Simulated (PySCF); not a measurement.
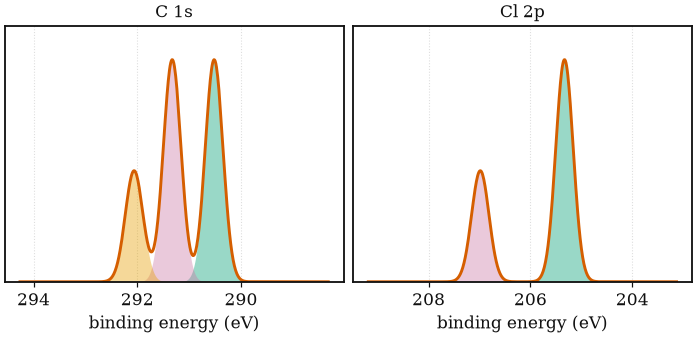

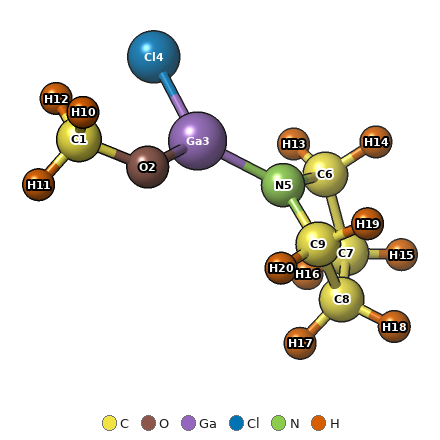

Simulated XPS of C₅H₁₁ClGaNO, SMILES C[O][Ga]([Cl])[N]1CCCC1, singlet. Vertical core-electron binding energies by ΔSCF (SCAN, pcX-2 on the ionised atom, pcseg-1 elsewhere, spin-free X2C; PySCF 2.14.0, at a PBE0-D3(BJ)/def2-SVP geometry (no frequency check)), gas phase, against the vacuum level. One atom of each kind was ionised; within a panel, areas follow the number of like atoms and 2j + 1 (2p levels are split by first-order spin-orbit coupling, an approximation), each panel is scaled alone, Gaussians of 0.4 eV full width. Only the regions named are shown.

Which atoms give which peak?

Answer.
```
   level   atoms  binding energy (eV)
    C 1s      C1                292.1
    C 1s  C6, C9                291.3
    C 1s  C7, C8                290.5
Cl 2p1/2     Cl4                207.0
Cl 2p3/2     Cl4                205.3
```

How large is the chemical shift across the C 1s region?

Answer. 1.5 eV, from C7, C8 at 290.5 eV to C1 at 292.1 eV.

Caveats: one conformer of a flexible molecule.
